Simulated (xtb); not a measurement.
# Geometry relaxation, with input and output: CuH$_{2}$OF (part 2 of 3)

The same run, continued: CuH$_{2}$OF; GFN2-xTB (xtb 6.7.1). The geometry comes from this level: PBE0-D4/def2-TZVP.

Geometry of the input (Å):
```
O  -0.7826  0.2553  -0.5121
Cu 0.7395  -0.5658  0.3333
F  2.1266  -1.3154  1.1033
H  -1.4681  0.5406  0.1008
H  -0.5655  1.0115  -1.0669
```

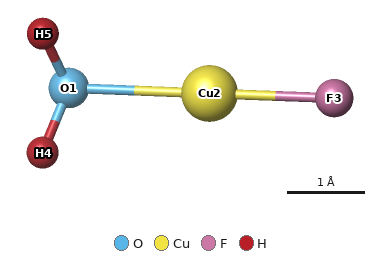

Fig. 1: The geometry at step 5 of the log (ball-and-stick view, seen at a tilt; atoms are numbered from 1 in the order of the input).

## What the program printed, continued
```
 iter      E             dE          RMSdq      gap      omega  full diag
   1    -13.7830447 -0.137830E+02  0.111E-01    7.39       0.0  T
   2    -13.7830457 -0.952758E-06  0.815E-02    7.39       1.0  T
   3    -13.7830465 -0.799749E-06  0.136E-02    7.40       3.3  T
   4    -13.7830465 -0.622587E-07  0.340E-03    7.40      13.2  T
   5    -13.7830465 -0.368250E-08  0.834E-04    7.40      53.6  T
   6    -13.7830465 -0.171218E-09  0.385E-04    7.41     116.1  T
     SCC iter.                  ...        0 min,  0.001 sec
     gradient                   ...        0 min,  0.001 sec
 * total energy  :   -13.7478285 Eh     change       -0.8133847E-04 Eh
   gradient norm :     0.0030899 Eh/α   predicted    -0.5119041E-04 ( -37.06%)
   displ. norm   :     0.0838493 α      lambda       -0.1242690E-03
   maximum displ.:     0.0641537 α      in ANC's #2, #4, #5, ...

........................................................................
.............................. CYCLE    6 ..............................
........................................................................

 iter      E             dE          RMSdq      gap      omega  full diag
   1    -13.7833191 -0.137833E+02  0.183E-01    7.48       0.0  T
   2    -13.7833211 -0.203935E-05  0.131E-01    7.49       1.0  T
   3    -13.7833230 -0.187237E-05  0.195E-02    7.51       2.3  T
   4    -13.7833231 -0.962940E-07  0.544E-03    7.51       8.2  T
   5    -13.7833231 -0.116797E-07  0.199E-03    7.51      22.5  T
   6    -13.7833231 -0.105152E-08  0.627E-04    7.51      71.4  T
   7    -13.7833231 -0.540972E-10  0.179E-04    7.51     249.8  T
     SCC iter.                  ...        0 min,  0.002 sec
     gradient                   ...        0 min,  0.001 sec
 * total energy  :   -13.7479018 Eh     change       -0.7331243E-04 Eh
   gradient norm :     0.0025283 Eh/α   predicted    -0.6256991E-04 ( -14.65%)
   displ. norm   :     0.0204860 α      lambda       -0.1376669E-04
   maximum displ.:     0.0173064 α      in ANC's #2, #5, #4, ...

........................................................................
.............................. CYCLE    7 ..............................
........................................................................

 iter      E             dE          RMSdq      gap      omega  full diag
   1    -13.7832959 -0.137833E+02  0.397E-02    7.53       0.0  T
   2    -13.7832960 -0.147087E-06  0.275E-02    7.53       1.6  T
   3    -13.7832961 -0.687101E-07  0.351E-03    7.53      12.8  T
   4    -13.7832961 -0.119200E-07  0.180E-03    7.53      24.8  T
   5    -13.7832961 -0.116958E-08  0.576E-04    7.53      77.7  T
   6    -13.7832961 -0.536318E-10  0.961E-05    7.53     465.3  T
     SCC iter.                  ...        0 min,  0.001 sec
     gradient                   ...        0 min,  0.001 sec
 * total energy  :   -13.7479104 Eh     change       -0.8625643E-05 Eh
   gradient norm :     0.0010968 Eh/α   predicted    -0.6886719E-05 ( -20.16%)
   displ. norm   :     0.0048327 α      lambda       -0.2290649E-05
   maximum displ.:     0.0031146 α      in ANC's #2, #7, #1, ...

........................................................................
.............................. CYCLE    8 ..............................
........................................................................

 iter      E             dE          RMSdq      gap      omega  full diag
   1    -13.7832170 -0.137832E+02  0.166E-02    7.53       0.0  T
   2    -13.7832171 -0.869875E-07  0.129E-02    7.53       3.5  T
   3    -13.7832171 -0.214716E-07  0.361E-03    7.53      12.4  T
   4    -13.7832171 -0.913405E-08  0.888E-04    7.53      50.4  T
   5    -13.7832171 -0.191566E-09  0.225E-04    7.53     199.1  T
     SCC iter.                  ...        0 min,  0.001 sec
     gradient                   ...        0 min,  0.001 sec
 * total energy  :   -13.7479117 Eh     change       -0.1299540E-05 Eh
   gradient norm :     0.0002961 Eh/α   predicted    -0.1145059E-05 ( -11.89%)
   displ. norm   :     0.0037930 α      lambda       -0.2820348E-06
   maximum displ.:     0.0035388 α      in ANC's #2, #5, #7, ...

........................................................................
.............................. CYCLE    9 ..............................
........................................................................

 iter      E             dE          RMSdq      gap      omega  full diag
   1    -13.7832067 -0.137832E+02  0.740E-03    7.53       0.0  T
   2    -13.7832067 -0.465288E-08  0.520E-03    7.53       8.6  T
   3    -13.7832067 -0.272269E-08  0.632E-04    7.53      70.8  T
   4    -13.7832067 -0.373298E-09  0.348E-04    7.53     128.6  T
     SCC iter.                  ...        0 min,  0.001 sec
     gradient                   ...        0 min,  0.001 sec
 * total energy  :   -13.7479120 Eh     change       -0.2391707E-06 Eh
   gradient norm :     0.0001153 Eh/α   predicted    -0.1399690E-06 ( -41.48%)
   displ. norm   :     0.0014444 α      lambda       -0.3448889E-07
   maximum displ.:     0.0009951 α      in ANC's #1, #2, #3, ...

........................................................................
.............................. CYCLE   10 ..............................
........................................................................

 iter      E             dE          RMSdq      gap      omega  full diag
   1    -13.7832129 -0.137832E+02  0.152E-03    7.53       0.0  T
   2    -13.7832129 -0.226725E-09  0.101E-03    7.53      44.1  T
   3    -13.7832129 -0.774829E-10  0.208E-04    7.53     214.8  T
   4    -13.7832129 -0.136193E-10  0.758E-05    7.53     590.2  T
     SCC iter.                  ...        0 min,  0.001 sec
     gradient                   ...        0 min,  0.001 sec
 * total energy  :   -13.7479120 Eh     change       -0.3618822E-07 Eh
   gradient norm :     0.0000762 Eh/α   predicted    -0.1844481E-07 ( -49.03%)
   displ. norm   :     0.0014652 α      lambda       -0.1863101E-07
   maximum displ.:     0.0013404 α      in ANC's #1, #3, #4, ...

   *** GEOMETRY OPTIMIZATION CONVERGED AFTER 10 ITERATIONS ***

------------------------------------------------------------------------
 total energy gain   :        -0.0024329 Eh       -1.5266 kcal/mol
 total RMSD          :         0.2133871 a0        0.1129 Å
 total power (kW/mol):        -0.6387484 (step) -148.5737 (real)
------------------------------------------------------------------------

 ANCopt (total)                0 d,  0 h,  0 min,  0.043 sec
 optimizer setup                ...        0 min,  0.003 sec (  7.141%)
 model hessian                  ...        0 min,  0.000 sec (  0.356%)
 ANC generation                 ...        0 min,  0.000 sec (  0.319%)
 coordinate transformation      ...        0 min,  0.000 sec (  0.311%)
 single point calculation       ...        0 min,  0.037 sec ( 86.497%)
 optimization log               ...        0 min,  0.001 sec (  1.913%)
 hessian update                 ...        0 min,  0.000 sec (  0.248%)
 rational function              ...        0 min,  0.001 sec (  1.851%)

================
 final structure:
================
5
 xtb: 6.7.1
O           -0.82775300088760        0.20856465161991       -0.56227416461340
Cu           0.68048520026412       -0.55208167012506        0.29523865573423
F            2.02733554033510       -1.22003408846741        1.06284832700322
H           -1.37394364063399        0.51035351133119        0.17847493321514
H           -0.45622409907764        0.97939759564137       -1.01588775133919

 Bond Distances (Angstroems)
 ---------------------------
O1-Cu2=1.8944        O1-H4=0.9686         O1-H5=0.9685         Cu2-O1=1.8944        Cu2-F3=1.6880        F3-Cu2=1.6880
H4-O1=0.9686         H5-O1=0.9685
 O  H  Rav=0.9685 sigma=0.0000  Rmin=0.9685  Rmax=0.9686     2
 Cu O  Rav=1.8944 sigma=0.0000  Rmin=1.8944  Rmax=1.8944     1
 Cu F  Rav=1.6880 sigma=0.0000  Rmin=1.6880  Rmax=1.6880     1

 selected bond angles (degree)
 --------------------
H4-O1-Cu2=103.17               H5-O1-Cu2=103.07               H5-O1-H4=109.06                F3-Cu2-O1=179.63

 selected dihedral angles (degree)
 ---------------------------------
F3-Cu2-O1-H4=292.84           F3-Cu2-O1-H5= 46.33
           -------------------------------------------------
          |                Final Singlepoint                |
           -------------------------------------------------

          ...................................................
          :                      SETUP                      :
          :.................................................:
          :  # basis functions                  20          :
          :  # atomic orbitals                  19          :
          :  # shells                            9          :
          :  # electrons                        26          :
          :  max. iterations                   250          :
          :  Hamiltonian                  GFN2-xTB          :
          :  restarted?                      false          :
          :  GBSA solvation                  false          :
          :  PC potential                    false          :
          :  electronic temp.          300.0000000     K    :
          :  accuracy                    1.0000000          :
          :  -> integral cutoff          0.2500000E+02      :
          :  -> integral neglect         0.1000000E-07      :
          :  -> SCF convergence          0.1000000E-05 Eh   :
          :  -> wf. convergence          0.1000000E-03 e    :
          :  Broyden damping             0.4000000          :
          :  net charge                          0          :
          :  unpaired electrons                  0          :
          ...................................................

 iter      E             dE          RMSdq      gap      omega  full diag
   1    -13.7832129 -0.137832E+02  0.156E-05    7.53       0.0  T
   2    -13.7832129 -0.603961E-13  0.101E-05    7.53    4426.6  T
   3    -13.7832129 -0.195399E-13  0.347E-06    7.53   12899.4  T

   *** convergence criteria satisfied after 3 iterations ***

         #    Occupation            Energy/Eh            Energy/eV
      -------------------------------------------------------------
         1        2.0000           -0.7677888             -20.8926
       ...           ...                  ...                  ...
         7        2.0000           -0.3983709             -10.8402
         8        2.0000           -0.3983140             -10.8387
         9        2.0000           -0.3564548              -9.6996
        10        2.0000           -0.3564469              -9.6994
        11        2.0000           -0.3448845              -9.3848
        12        2.0000           -0.3447065              -9.3799
        13        2.0000           -0.3421846              -9.3113 (HOMO)
        14                         -0.0654544              -1.7811 (LUMO)
        15                         -0.0195782              -0.5328
        16                         -0.0184786              -0.5028
        17                          0.1711941               4.6584
        18                          0.1947804               5.3002
        19                          0.5734602              15.6046
      -------------------------------------------------------------
                  HL-Gap            0.2767302 Eh            7.5302 eV
             Fermi-level           -0.2038195 Eh           -5.5462 eV

 SCC (total)                   0 d,  0 h,  0 min,  0.003 sec
 SCC setup                      ...        0 min,  0.000 sec (  3.139%)
 Dispersion                     ...        0 min,  0.000 sec (  0.861%)
 classical contributions        ...        0 min,  0.000 sec (  0.302%)
 integral evaluation            ...        0 min,  0.001 sec ( 25.189%)
 iterations                     ...        0 min,  0.001 sec ( 28.236%)
 molecular gradient             ...        0 min,  0.001 sec ( 37.952%)
 printout                       ...        0 min,  0.000 sec (  3.729%)

         :::::::::::::::::::::::::::::::::::::::::::::::::::::
         ::                     SUMMARY                     ::
         :::::::::::::::::::::::::::::::::::::::::::::::::::::
         :: total energy             -13.747912009600 Eh    ::
         :: gradient norm              0.000079618852 Eh/a0 ::
         :: HOMO-LUMO gap              7.530211324440 eV    ::
         ::.................................................::
         :: SCC energy               -13.783212913031 Eh    ::
         :: -> isotropic ES            0.072595086446 Eh    ::
         :: -> anisotropic ES          0.002775733589 Eh    ::
         :: -> anisotropic XC         -0.003585913680 Eh    ::
         :: -> dispersion             -0.001209468802 Eh    ::
         :: repulsion energy           0.035300903432 Eh    ::
         :: add. restraining           0.000000000000 Eh    ::
         :: total charge              -0.000000000000 e     ::
         :::::::::::::::::::::::::::::::::::::::::::::::::::::

           -------------------------------------------------
          |                Property Printout                |
           -------------------------------------------------

    * Orbital Energies and Occupations

         #    Occupation            Energy/Eh            Energy/eV
      -------------------------------------------------------------
         1        2.0000           -0.7677888             -20.8926
         2        2.0000           -0.6964437             -18.9512
         3        2.0000           -0.6521725             -17.7465
         4        2.0000           -0.6057005             -16.4820
         5        2.0000           -0.5573480             -15.1662
         6        2.0000           -0.4137887             -11.2598
         7        2.0000           -0.3983709             -10.8402
         8        2.0000           -0.3983140             -10.8387
         9        2.0000           -0.3564548              -9.6996
        10        2.0000           -0.3564469              -9.6994
        11        2.0000           -0.3448845              -9.3848
        12        2.0000           -0.3447065              -9.3799
        13        2.0000           -0.3421846              -9.3113 (HOMO)
        14                         -0.0654544              -1.7811 (LUMO)
        15                         -0.0195782              -0.5328
        16                         -0.0184786              -0.5028
        17                          0.1711941               4.6584
        18                          0.1947804               5.3002
        19                          0.5734602              15.6046
      -------------------------------------------------------------
                  HL-Gap            0.2767302 Eh            7.5302 eV
             Fermi-level           -0.2038195 Eh           -5.5462 eV

     #   Z          covCN         q      C6AA      α(0)
     1   8 O        2.320    -0.445    21.675     6.288
     2  29 Cu       1.413     0.276   144.937    27.414
     3   9 F        0.701    -0.494    14.775     4.539
     4   1 H        0.805     0.331     0.634     1.251
     5   1 H        0.805     0.331     0.634     1.251

 Mol. C6AA /au·bohr⁶  :        464.488670
 Mol. C8AA /au·bohr⁸  :      21951.745204
 Mol. α(0) /au        :         40.741513

Wiberg/Mayer (AO) data.
largest (>0.10) Wiberg bond orders for each atom

 ---------------------------------------------------------------------------
     #   Z sym  total        # sym  WBO       # sym  WBO       # sym  WBO
 ---------------------------------------------------------------------------
     1   8 O    2.189 --     4 H    0.874     5 H    0.874     2 Cu   0.431
     2  29 Cu   1.278 --     3 F    0.816     1 O    0.431
     3   9 F    0.827 --     2 Cu   0.816
     4   1 H    0.890 --     1 O    0.874
     5   1 H    0.890 --     1 O    0.874
 ---------------------------------------------------------------------------

Topologies differ in total number of bonds
Writing topology from bond orders to xtbtopo.mol

molecular dipole:
                 x           y           z       tot (Debye)
 q only:       -1.987       1.608      -0.889
   full:       -2.296       1.933      -0.999       8.039
molecular quadrupole (traceless):
                xx          xy          yy          xz          yz          zz
 q only:       -4.348       4.360       2.323      -6.122       1.864       2.025
  q+dip:       -5.602       5.333       3.172      -7.933       2.297       2.431
   full:       -5.601       5.151       3.256      -8.032       2.175       2.345

           -------------------------------------------------
          |                Geometry Summary                 |
           -------------------------------------------------

      molecular mass/u    :      100.5597295
   center of mass at/Å    :        0.6629893      -0.5312546       0.2895151
  moments of inertia/u·Å² :        0.1752330E+01   0.1210237E+03   0.1217799E+03
rotational constants/cm⁻¹ :        0.9620125E+01   0.1392920E+00   0.1384271E+00

 * 4 selected distances

     #   Z          #   Z                                           value/Å
     1   8 O        2  29 Cu                                      1.8943849 (max)
     2  29 Cu       3   9 F                                       1.6880140
     1   8 O        4   1 H                                       0.9685609
     1   8 O        5   1 H                                       0.9684950 (min)

 * 3 distinct bonds (by element types)

   Z      Z             #   av. dist./Å        max./Å        min./Å
   1 H    8 O           2     0.9685279     0.9685609     0.9684950
   8 O   29 Cu          1     1.8943849     1.8943849     1.8943849
   9 F   29 Cu          1     1.6880140     1.6880140     1.6880140

optimized geometry written to: xtbopt.xyz

           -------------------------------------------------
          | TOTAL ENERGY              -13.747912009600 Eh   |
          | GRADIENT NORM               0.000079618852 Eh/α |
          | HOMO-LUMO GAP               7.530211324440 eV   |
           -------------------------------------------------

------------------------------------------------------------------------
------------------------------------------------------------------------
 total:
 *  cpu-time:     0 d,  0 h,  0 min,  0.067 sec
 * ratio c/w:     0.704 speedup
 SCF:
 *  cpu-time:     0 d,  0 h,  0 min,  0.006 sec
 * ratio c/w:     0.532 speedup
 ANC optimizer:
 *  cpu-time:     0 d,  0 h,  0 min,  0.041 sec
 * ratio c/w:     0.880 speedup
```

## Standard error
```
normal termination of xtb
```

## Trajectory as extended XYZ (Å, eV, eV/Å), 10 frames, from step=0 to step=9
```
5
Properties=species:S:1:pos:R:3 step=0 energy=-374.03354
O    -0.7826    0.2553   -0.5121
Cu    0.7395   -0.5658    0.3333
F     2.1266   -1.3154    1.1033
H    -1.4681    0.5406    0.1008
H    -0.5655    1.0115   -1.0669
5
Properties=species:S:1:pos:R:3 step=1 energy=-374.06064
O    -0.7959    0.2414   -0.5279
Cu    0.7307   -0.5639    0.3283
F     2.1075   -1.2966    1.0954
H    -1.4500    0.5360    0.1182
H    -0.5423    1.0092   -1.0555
5
Properties=species:S:1:pos:R:3 step=2 energy=-374.08610
O    -0.8340    0.1998   -0.5734
Cu    0.7013   -0.5529    0.3123
F     2.0448   -1.2385    1.0686
H    -1.3907    0.5209    0.1696
H    -0.4715    0.9970   -1.0185
5
Properties=species:S:1:pos:R:3 step=3 energy=-374.09526
O    -0.8200    0.2164   -0.5559
Cu    0.7081   -0.5513    0.3170
F     2.0540   -1.2521    1.0709
H    -1.4043    0.5192    0.1558
H    -0.4879    0.9941   -1.0295
5
Properties=species:S:1:pos:R:3 step=4 energy=-374.09747
O    -0.8222    0.2142   -0.5578
Cu    0.7012   -0.5505    0.3120
F     2.0443   -1.2426    1.0671
H    -1.3953    0.5157    0.1623
H    -0.4781    0.9893   -1.0252
5
Properties=species:S:1:pos:R:3 step=5 energy=-374.09947
O    -0.8264    0.2096   -0.5617
Cu    0.6859   -0.5520    0.2996
F     2.0291   -1.2238    1.0625
H    -1.3786    0.5106    0.1747
H    -0.4600    0.9818   -1.0167
5
Properties=species:S:1:pos:R:3 step=6 energy=-374.09970
O    -0.8273    0.2087   -0.5623
Cu    0.6811   -0.5532    0.2955
F     2.0267   -1.2192    1.0624
H    -1.3746    0.5099    0.1777
H    -0.4559    0.9800   -1.0149
5
Properties=species:S:1:pos:R:3 step=7 energy=-374.09974
O    -0.8276    0.2085   -0.5624
Cu    0.6796   -0.5532    0.2942
F     2.0272   -1.2189    1.0630
H    -1.3738    0.5101    0.1785
H    -0.4555    0.9796   -1.0150
5
Properties=species:S:1:pos:R:3 step=8 energy=-374.09974
O    -0.8276    0.2086   -0.5623
Cu    0.6804   -0.5525    0.2951
F     2.0275   -1.2199    1.0629
H    -1.3742    0.5103    0.1782
H    -0.4561    0.9797   -1.0155
5
Properties=species:S:1:pos:R:3 step=9 energy=-374.09974
O    -0.8277    0.2086   -0.5623
Cu    0.6805   -0.5521    0.2952
F     2.0273   -1.2200    1.0629
H    -1.3739    0.5103    0.1785
H    -0.4562    0.9794   -1.0159
```
